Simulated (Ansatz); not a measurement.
# GeC₂ (triplet): one geometry, many settings

What do other methods and options give for GeC₂ (triplet) at this geometry, and how long do they take?

Computed with Ansatz 0.2.0, Gaussian basis. Level: the settings change from run to run.

23 further runs of the same task are left out: 10 that didn't finish, 13 set aside as unsound or not needed.

## (1) The system

The geometry is a PBE0/def2-TZVP stationary point (not a proven minimum). No spin-orbit coupling is included. The filled d shell of Ge may be among the frozen orbitals whatever the setting's name suggests; the logs give the count.

3 atoms, charge 0, spin multiplicity 3.

Atoms are counted from 1 here; the program's logs count them from 0.

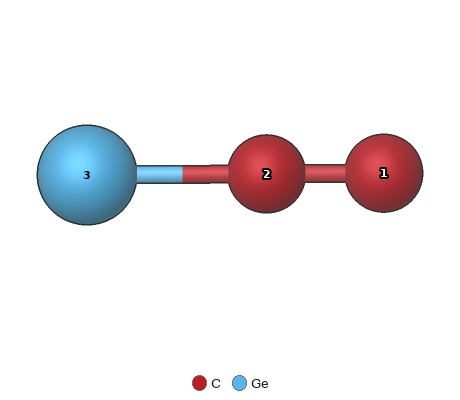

The structure; carbon red, germanium blue; atoms are numbered from 1 in the order of the file.

As a file:

```xyz
3
C2Ge
C     0.0000    0.0000   -1.4525
C     0.0000    0.0000   -0.2188
Ge    0.0000    0.0000    1.6713
```

## (2) MP2 on UHF/STO-3G

The input, in.yaml:

```yaml
crystal:
  periodic: [false, false, false]
  atoms:
    - {symbol: C, position_ang: [0.000000, 0.000000, -1.452500]}
    - {symbol: C, position_ang: [0.000000, 0.000000, -0.218800]}
    - {symbol: Ge, position_ang: [0.000000, 0.000000, 1.671300]}
basis:
  gaussian: {orbitals: STO-3G}
magnetization: {spin_polarized: true, initial_magnetization: 2}
correlation: {method: mp2, electrons: outside_noble_gas}
accuracy: high
output: {forces: true}
```

On the command line:

```
> ansatz run in.yaml --threads 1 --pin off --events-out ev --progress --plain --max-ram 2393MiB
```

What it wrote:

```text
Functional definition: HF
  name "HF"
  cite "Fock, Z. Phys. 61, 126 (1930) doi:10.1007/BF01340294"
  parent pbe
  exchange = exact_x
  correlation = 0
402 factors; integrals over basis functions are off by at most 4.9e-9 eV
mean field evaluation 1: about -57856.9379 eV, gradient 1.2e1 eV
mean field evaluation 2: about -57856.9667 eV, gradient 1.2e1 eV
mean field evaluation 4: about -57859.2904 eV, gradient 4.3e0 eV
mean field evaluation 8: about -57860.6338 eV, gradient 1.6e0 eV
mean field evaluation 16: about -57860.8572 eV, gradient 2.3e-4 eV
mean field evaluation 32: about -57860.8572 eV, gradient 1.8e-4 eV
mean field evaluation 64: about -57859.0823 eV, gradient 1.2e-3 eV
mean field evaluation 96: about -57859.2458 eV, gradient 7.1e-1 eV
mean field evaluation 128: about -57859.1983 eV, gradient 6.1e-4 eV
mean field evaluation 160: about -57860.7706 eV, gradient 2.2e0 eV
mean field -57860.85719480 eV, -2126.3472824114 hartree, gradient 1.8e-8 eV, S^2 2.618876; 14 other end points of the search recorded, 0 dependent functions left out
16 core orbitals not correlated, not the lowest: weight in the atoms' cores, before any rotation towards them, 0.556 or more for the frozen orbitals, at most 0.477 for the correlated occupied ones
reference -57860.85719480 eV, -2126.3472824114 hartree; 7, 5 occupied and 5, 7 virtual orbitals, 402 factors
second order -2.60587195 eV of doubles, -0.00000000 eV of singles
the calculation of the forces begins
Total energy: -57863.46306675 eV, -2126.4430464391 hartree
Atom 0 at     0.000000     0.000000    -1.452500 Å, force     0.000000    -0.000000     2.853658 eV/Å
Atom 1 at     0.000000     0.000000    -0.218800 Å, force    -0.000000     0.000000    -0.778344 eV/Å
Atom 2 at     0.000000     0.000000     1.671300 Å, force     0.000000    -0.000000    -2.075314 eV/Å
Dipole moment:     0.000000    -0.000000     0.084503 e Å
```

Run time: 1.7 s. Hardware: 1 thread of Arm Neoverse V1, shared host.

From the report: ⟨S²⟩ of the determinant 2.619 (pure triplet: 2.00). The determinant is far from a pure spin state, so its energy mixes those of several spin states (harmless only where they are near-degenerate, as at dissociation).

## (3) CCSD(T) on ROHF/cc-pVDZ

The input, in.yaml:

```yaml
crystal:
  periodic: [false, false, false]
  atoms:
    - {symbol: C, position_ang: [0.000000, 0.000000, -1.452500]}
    - {symbol: C, position_ang: [0.000000, 0.000000, -0.218800]}
    - {symbol: Ge, position_ang: [0.000000, 0.000000, 1.671300]}
basis:
  gaussian: {orbitals: cc-pVDZ}
magnetization: {spin_polarized: false, initial_magnetization: 2}
correlation: {method: ccsd_t, electrons: outside_noble_gas}
scf: {lower_state_search: off}
```

The command is unchanged.

What it wrote (excerpt; [...] marks lines left out):

```text
Functional definition: HF
  name "HF"
  cite "Fock, Z. Phys. 61, 126 (1930) doi:10.1007/BF01340294"
  parent pbe
[...]
597 factors; integrals over basis functions are off by at most 6.3e-4 eV
[...]
mean field -58528.28831325 eV, -2150.8749236133 hartree, gradient 2.3e-6 eV, S^2 2.000000; 0 other end points of the search recorded, 0 dependent functions left out
16 core orbitals not correlated: weight in the atoms' cores, before any rotation towards them, 0.999 or more for the frozen orbitals, at most 0.001 for the correlated occupied ones
reference -58528.28831325 eV, -2150.8749236133 hartree; 7, 5 occupied and 32, 34 virtual orbitals, 597 factors
second order -7.58352937 eV of doubles, -0.14232472 eV of singles
cycle   1  -7.91032655 eV  change   -1.8e-1 eV  update   1.1e-1
[...]
cycle  16  -8.46178739 eV  change   -1.2e-6 eV  update   3.0e-6
perturbative correction -0.43669005 eV, -0.0160480632 hartree
Total energy: -58537.18679069 eV, -2151.2019366275 hartree
Checks for a lower state left out: stability, starts, cluster_reference, orbital_swaps, neighbouring_geometries, increment
```

It took 1.4 s on 1 thread of Arm Neoverse V1, shared host.

From the report: correlation -8.8985 eV; T1 0.044; largest double amplitude 0.08.

## (4) NEVPT2(4,8)/STO-3G

The input, in.yaml:

```yaml
crystal:
  periodic: [false, false, false]
  atoms:
    - {symbol: C, position_ang: [0.000000, 0.000000, -1.452500]}
    - {symbol: C, position_ang: [0.000000, 0.000000, -0.218800]}
    - {symbol: Ge, position_ang: [0.000000, 0.000000, 1.671300]}
basis:
  gaussian: {orbitals: STO-3G}
magnetization: {spin_polarized: false, initial_magnetization: 2}
correlation: {method: sc_nevpt2, electrons: outside_noble_gas, active_space: {window: {electrons: 4, orbitals: 8}, states: [{multiplicity: 3, weights: [1, 1]}]}}
accuracy: high
output: {forces: true}
```

Launched as before.

What it wrote (excerpt; [...] marks lines left out):

```text
Functional definition: HF
  name "HF"
  cite "Fock, Z. Phys. 61, 126 (1930) doi:10.1007/BF01340294"
  parent pbe
[...]
402 factors; integrals over basis functions are off by at most 4.9e-9 eV
[...]
mean field -57859.85835516 eV, -2126.3105757314 hartree, gradient 1.5e-8 eV, S^2 2.000000; 9 other end points of the search recorded, 0 dependent functions left out
reference -57859.85835516 eV, -2126.3105757314 hartree; 23, 21 occupied and 5, 7 virtual orbitals, 402 factors
state -57860.52758798 eV, -2126.3351695841 hartree
state -57860.40168664 eV, -2126.3305427951 hartree
state -57860.52758798 eV, -2126.3351695841 hartree; corrected -57862.04631060 eV, -2126.3909816108 hartree
state -57860.40168664 eV, -2126.3305427951 hartree; corrected -57861.90304515 eV, -2126.3857167027 hartree
state -57860.30186865 eV, -2126.3268745518 hartree
state -57860.30186865 eV, -2126.3268745518 hartree
state -57860.30186865 eV, -2126.3268745518 hartree; corrected -57863.55209847 eV, -2126.4463182946 hartree
state -57860.30186865 eV, -2126.3268745518 hartree; corrected -57863.55209847 eV, -2126.4463182946 hartree
state -57860.30186865 eV, -2126.3268745518 hartree; corrected -57863.55209847 eV, -2126.4463182946 hartree
state -57860.30186865 eV, -2126.3268745518 hartree; corrected -57863.55209847 eV, -2126.4463182946 hartree
[...]
WARN: the results are in doubt because another end's mean lies 0.163 eV lower, and its corrected mean 1.577 eV higher
Total energy: -57863.55209847 eV, -2126.4463182946 hartree
Atom 0 at     0.000000     0.000000    -1.452500 Å, force    -0.000000    -0.000000    -0.052845 eV/Å
Atom 1 at     0.000000     0.000000    -0.218800 Å, force     0.000000     0.000000     1.800681 eV/Å
Atom 2 at     0.000000     0.000000     1.671300 Å, force    -0.000000     0.000000    -1.747836 eV/Å
Dipole moment:     0.000000    -0.000000     0.187898 e Å
In doubt: another end's mean lies 0.163 eV lower, and its corrected mean 1.577 eV higher
```

It took 8 s on 1 thread of Arm Neoverse V1, shared host.

From the report: 192 determinants; active occupations (of the averaged states) 1.95, 1.00, 0.52, 0.52, 0.01, 0.00, 0.00, 0.00. The program marks this result as in doubt; its last lines say why.

## (5) MP2 on UHF/cc-pVDZ

The input, in.yaml:

```yaml
crystal:
  periodic: [false, false, false]
  atoms:
    - {symbol: C, position_ang: [0.000000, 0.000000, -1.452500]}
    - {symbol: C, position_ang: [0.000000, 0.000000, -0.218800]}
    - {symbol: Ge, position_ang: [0.000000, 0.000000, 1.671300]}
basis:
  gaussian: {orbitals: cc-pVDZ, fitting: {mean_field: def2-universal-jkfit}}
magnetization: {spin_polarized: true, initial_magnetization: 2}
correlation: {method: mp2, electrons: outside_noble_gas}
```

Same command.

What it wrote (excerpt; [...] marks lines left out):

```text
Functional definition: HF
  name "HF"
  cite "Fock, Z. Phys. 61, 126 (1930) doi:10.1007/BF01340294"
  parent pbe
[...]
416 factors; integrals over basis functions are off by at most 3.0e-2 eV
[...]
mean field -58529.04202130 eV, -2150.9026218731 hartree, gradient 3.5e-6 eV, S^2 2.489596; 13 other end points of the search recorded, 0 dependent functions left out
16 core orbitals not correlated: weight in the atoms' cores, before any rotation towards them, 0.999 or more for the frozen orbitals, at most 0.001 for the correlated occupied ones
reference -58529.04202130 eV, -2150.9026218731 hartree; 7, 5 occupied and 32, 34 virtual orbitals, 416 factors
second order -6.38159017 eV of doubles, -0.00000000 eV of singles
Total energy: -58535.42361147 eV, -2151.1371409863 hartree
```

Wall time 6 s (1 thread of Arm Neoverse V1, shared host).

From the report: ⟨S²⟩ of the determinant 2.490 (pure triplet: 2.00).

## (6) CASSCF(6,6)/cc-pVDZ

Changes to in.yaml since step 5:

```diff
@@ -8,3 +8,3 @@
   gaussian: {orbitals: cc-pVDZ, fitting: {mean_field: def2-universal-jkfit}}
-magnetization: {spin_polarized: true, initial_magnetization: 2}
-correlation: {method: mp2, electrons: outside_noble_gas}
+magnetization: {spin_polarized: false, initial_magnetization: 2}
+correlation: {active_space: {window: {electrons: 6, orbitals: 6}, states: [{multiplicity: 3, weights: [0.5, 1, 0.5, 1]}]}}
```

Launched as before.

What it wrote (excerpt; [...] marks lines left out):

```text
Functional definition: HF
  name "HF"
  cite "Fock, Z. Phys. 61, 126 (1930) doi:10.1007/BF01340294"
  parent pbe
[...]
416 factors; integrals over basis functions are off by at most 3.0e-2 eV
[...]
mean field -58528.28604463 eV, -2150.8748402430 hartree, gradient 2.2e-6 eV, S^2 2.000000; 12 other end points of the search recorded, 0 dependent functions left out
reference -58528.28604463 eV, -2150.8748402430 hartree; 23, 21 occupied and 32, 34 virtual orbitals, 416 factors
state -58529.18997777 eV, -2150.9080591731 hartree
state -58528.95554718 eV, -2150.8994440079 hartree
state -58528.62453386 eV, -2150.8872794928 hartree
state -58528.49587717 eV, -2150.8825514467 hartree
Total energy: -58528.78622672 eV, -2150.8932215959 hartree
```

Wall time 17 s (1 thread of Arm Neoverse V1, shared host).

From the report: 400 determinants; active occupations (of the averaged states) 1.89, 1.52, 1.49, 0.52, 0.50, 0.07.

## (7) BCCD(T) on UHF/6-31G

The input, in.yaml:

```yaml
crystal:
  periodic: [false, false, false]
  atoms:
    - {symbol: C, position_ang: [0.000000, 0.000000, -1.452500]}
    - {symbol: C, position_ang: [0.000000, 0.000000, -0.218800]}
    - {symbol: Ge, position_ang: [0.000000, 0.000000, 1.671300]}
basis:
  gaussian: {orbitals: 6-31G}
magnetization: {spin_polarized: true, initial_magnetization: 2}
correlation: {method: bccd_t, electrons: outside_noble_gas}
scf: {lower_state_search: off}
output: {forces: true}
```

Launched as before.

What it wrote (excerpt; [...] marks lines left out):

```text
Functional definition: HF
  name "HF"
  cite "Fock, Z. Phys. 61, 126 (1930) doi:10.1007/BF01340294"
  parent pbe
[...]
504 factors; integrals over basis functions are off by at most 4.3e-4 eV
[...]
mean field -58520.13173031 eV, -2150.5751747190 hartree, gradient 3.2e-6 eV, S^2 2.543249; 0 other end points of the search recorded, 0 dependent functions left out
16 core orbitals not correlated: weight in the atoms' cores, before any rotation towards them, 0.998 or more for the frozen orbitals, at most 0.001 for the correlated occupied ones
reference -58520.13173031 eV, -2150.5751747190 hartree; 7, 5 occupied and 24, 26 virtual orbitals, 504 factors
second order -4.03191309 eV of doubles, -0.00000000 eV of singles
cycle   1  -4.48841277 eV  change   -4.6e-1 eV  update   1.1e-1
[...]
cycle  20  -5.21247055 eV  change   -1.5e-7 eV  update   3.1e-7
perturbative correction -0.27843077 eV, -0.0102321421 hartree
[...]
Total energy: -58525.62263164 eV, -2150.7769616209 hartree
Atom 0 at     0.000000     0.000000    -1.452500 Å, force     0.000000    -0.000000    -3.021541 eV/Å
Atom 1 at     0.000000     0.000000    -0.218800 Å, force    -0.000000    -0.000000     1.958561 eV/Å
Atom 2 at     0.000000     0.000000     1.671300 Å, force     0.000000    -0.000000     1.062980 eV/Å
Dipole moment:    -0.000000     0.000000     0.073578 e Å
Checks for a lower state left out: starts, cluster_reference, orbital_swaps, neighbouring_geometries, increment
```

Wall time 3.9 s (1 thread of Arm Neoverse V1, shared host).

From the report: ⟨S²⟩ of the determinant 2.543 (pure triplet: 2.00); correlation -5.4909 eV; largest double amplitude 0.09. The determinant is far from a pure spin state, so its energy mixes those of several spin states (harmless only where they are near-degenerate, as at dissociation).

## (8) BCCD on UHF/cc-pVDZ

The input, in.yaml:

```yaml
crystal:
  periodic: [false, false, false]
  atoms:
    - {symbol: C, position_ang: [0.000000, 0.000000, -1.452500]}
    - {symbol: C, position_ang: [0.000000, 0.000000, -0.218800]}
    - {symbol: Ge, position_ang: [0.000000, 0.000000, 1.671300]}
basis:
  gaussian: {orbitals: cc-pVDZ}
magnetization: {spin_polarized: true, initial_magnetization: 2}
correlation: {method: bccd, electrons: valence}
```

Same command.

What it wrote (excerpt; [...] marks lines left out):

```text
Functional definition: HF
  name "HF"
  cite "Fock, Z. Phys. 61, 126 (1930) doi:10.1007/BF01340294"
  parent pbe
[...]
597 factors; integrals over basis functions are off by at most 6.3e-4 eV
[...]
mean field -58529.04409102 eV, -2150.9026979341 hartree, gradient 2.2e-6 eV, S^2 2.489541; 18 other end points of the search recorded, 0 dependent functions left out
determinant -58529.04409102 eV, -2150.9026979341 hartree, with singles and doubles -58537.21453694 eV, -2151.2029562835 hartree
determinant -58528.34634122 eV, -2150.8770561017 hartree, with singles and doubles -58536.37214904 eV, -2151.1719990991 hartree
determinant -58528.34617602 eV, -2150.8770500307 hartree, with singles and doubles -58536.36046370 eV, -2151.1715696710 hartree
determinant -58528.28206535 eV, -2150.8746940072 hartree, with singles and doubles -58536.87788466 eV, -2151.1905845404 hartree
[...]
determinant -58525.61212280 eV, -2150.7765754283 hartree, with singles and doubles -58533.31621103 eV, -2151.0596954486 hartree
determinant -58529.04409102 eV, -2150.9026979341 hartree, with singles and doubles -58537.23579106 eV, -2151.2037373580 hartree
determinant -58528.28206535 eV, -2150.8746940072 hartree, with singles and doubles -58537.20177833 eV, -2151.2024874130 hartree
determinant -58526.71931942 eV, -2150.8172641533 hartree, with singles and doubles -58536.89153832 eV, -2151.1910863030 hartree
11 core orbitals not correlated: weight in the atoms' cores, before any rotation towards them, 1.000 or more for the frozen orbitals, at most 0.000 for the correlated occupied ones
reference -58529.04409102 eV, -2150.9026979341 hartree; 12, 10 occupied and 32, 34 virtual orbitals, 597 factors
second order -6.85631424 eV of doubles, -0.00000000 eV of singles
cycle   1  -8.13575417 eV  change    5.6e-2 eV  update   3.8e-2
[...]
cycle  13  -8.14361022 eV  change    8.0e-6 eV  update   2.6e-5
Total energy: -58537.18770124 eV, -2151.2019700896 hartree
```

Wall time 37 s (1 thread of Arm Neoverse V1, shared host).

From the report: ⟨S²⟩ of the determinant 2.490 (pure triplet: 2.00); correlation -8.1436 eV; largest double amplitude 0.08.

## (9) CCSDT on UHF/STO-3G

Changes to in.yaml since step 8:

```diff
@@ -7,4 +7,5 @@
 basis:
-  gaussian: {orbitals: cc-pVDZ}
+  gaussian: {orbitals: STO-3G}
 magnetization: {spin_polarized: true, initial_magnetization: 2}
-correlation: {method: bccd, electrons: valence}
+correlation: {method: ccsdt, electrons: valence, diis_vectors: 4}
+output: {forces: true}
```

Same command.

What it wrote (excerpt; [...] marks lines left out):

```text
Functional definition: HF
  name "HF"
  cite "Fock, Z. Phys. 61, 126 (1930) doi:10.1007/BF01340294"
  parent pbe
[...]
388 factors; integrals over basis functions are off by at most 3.4e-8 eV
[...]
mean field -57860.85719474 eV, -2126.3472824091 hartree, gradient 1.7e-6 eV, S^2 2.618876; 17 other end points of the search recorded, 0 dependent functions left out
determinant -57860.85719474 eV, -2126.3472824091 hartree, with singles and doubles -57864.95960351 eV, -2126.4980431505 hartree
determinant -57859.19825561 eV, -2126.2863175207 hartree, with singles and doubles -57862.83068801 eV, -2126.4198069492 hartree
determinant -57859.07272063 eV, -2126.2817041951 hartree, with singles and doubles -57862.75815058 eV, -2126.4171412476 hartree
determinant -57858.45314540 eV, -2126.2589352255 hartree, with singles and doubles -57862.73509743 eV, -2126.4162940600 hartree
[...]
determinant -57857.70193461 eV, -2126.2313287380 hartree, with singles and doubles -57862.02933608 eV, -2126.3903578087 hartree
11 core orbitals not correlated: weight in the atoms' cores, before any rotation towards them, 1.000 or more for the frozen orbitals, at most 0.000 for the correlated occupied ones
reference -57860.85719474 eV, -2126.3472824091 hartree; 12, 10 occupied and 5, 7 virtual orbitals, 388 factors
second order -2.63959113 eV of doubles, -0.00000000 eV of singles
cycle   1  -3.02870327 eV  change   -3.9e-1 eV  update   1.1e-1
[...]
cycle  54  -4.20772280 eV  change    1.5e-7 eV  update   2.4e-7
[...]
Total energy: -57865.06491754 eV, -2126.5019133699 hartree
Atom 0 at     0.000000     0.000000    -1.452500 Å, force    -0.000000    -0.000000    -1.742255 eV/Å
Atom 1 at     0.000000     0.000000    -0.218800 Å, force    -0.000000    -0.000000     3.588888 eV/Å
Atom 2 at     0.000000     0.000000     1.671300 Å, force    -0.000000     0.000000    -1.846633 eV/Å
Dipole moment:     0.000000    -0.000000     0.143099 e Å
```

Run time: 19 s. Hardware: 1 thread of Arm Neoverse V1, shared host.

From the report: ⟨S²⟩ of the determinant 2.619 (pure triplet: 2.00); correlation -4.2077 eV; T1 0.053; largest double amplitude 0.14. The determinant is far from a pure spin state, so its energy mixes those of several spin states (harmless only where they are near-degenerate, as at dissociation).

## (10) MP2 on UHF/cc-pVDZ

Changes to in.yaml since step 9:

```diff
@@ -7,5 +7,4 @@
 basis:
-  gaussian: {orbitals: STO-3G}
+  gaussian: {orbitals: cc-pVDZ}
 magnetization: {spin_polarized: true, initial_magnetization: 2}
-correlation: {method: ccsdt, electrons: valence, diis_vectors: 4}
-output: {forces: true}
+correlation: {method: mp2, electrons: outside_noble_gas}
```

Launched as before.

What it wrote (excerpt; [...] marks lines left out):

```text
Functional definition: HF
  name "HF"
  cite "Fock, Z. Phys. 61, 126 (1930) doi:10.1007/BF01340294"
  parent pbe
[...]
597 factors; integrals over basis functions are off by at most 6.3e-4 eV
[...]
mean field -58529.04409102 eV, -2150.9026979341 hartree, gradient 2.2e-6 eV, S^2 2.489541; 12 other end points of the search recorded, 0 dependent functions left out
16 core orbitals not correlated: weight in the atoms' cores, before any rotation towards them, 0.999 or more for the frozen orbitals, at most 0.001 for the correlated occupied ones
reference -58529.04409102 eV, -2150.9026979341 hartree; 7, 5 occupied and 32, 34 virtual orbitals, 597 factors
second order -6.38078541 eV of doubles, -0.00000000 eV of singles
Total energy: -58535.42487644 eV, -2151.1371874730 hartree
```

It took 6 s on 1 thread of Arm Neoverse V1, shared host.

From the report: ⟨S²⟩ of the determinant 2.490 (pure triplet: 2.00).

## (11) All runs side by side

Where basis and cores are those of an earlier RCCSDT(Q)/cc-pVDZ run (-58537.2752 eV), and the state is the same kind, the miss against it is given. † marks a result that the program doubts.

```
                                        level         correlated  functions  energy (eV)  from RCCSDT(Q) (meV)   time
                            MP2 on UHF/STO-3G  outside noble gas         28  -57863.4631                        1.7 s
                      CCSD(T) on ROHF/cc-pVDZ  outside noble gas         55  -58537.1868                  88.4  1.4 s
NEVPT2(4,8)/STO-3G (mean of several states) †  outside noble gas         28  -57863.5521                          8 s
                           MP2 on UHF/cc-pVDZ  outside noble gas         55  -58535.4236                1851.6    6 s
 CASSCF(6,6)/cc-pVDZ (mean of several states)                            55  -58528.7862                         17 s
                         BCCD(T) on UHF/6-31G  outside noble gas         47  -58525.6226                        3.9 s
                          BCCD on UHF/cc-pVDZ            valence         55  -58537.1877                         37 s
                          CCSDT on UHF/STO-3G            valence         28  -57865.0649                         19 s
                           MP2 on UHF/cc-pVDZ  outside noble gas         55  -58535.4249                1850.3    6 s
```

## (12) What came out

| quantity | value |
| --- | --- |
| runs | 9 |
| quickest | CCSD(T) on ROHF/cc-pVDZ, 1.4 s |
| slowest | BCCD on UHF/cc-pVDZ, 37 s |

In words: Total energies in different bases, with other cores or another treatment of relativity can't be set against each other. BCCD on UHF/cc-pVDZ took 26 times as long as CCSD(T) on ROHF/cc-pVDZ; the jobs differ in more than the method. Among the correlated runs with a miss given, it spans +88 to +1852 meV.
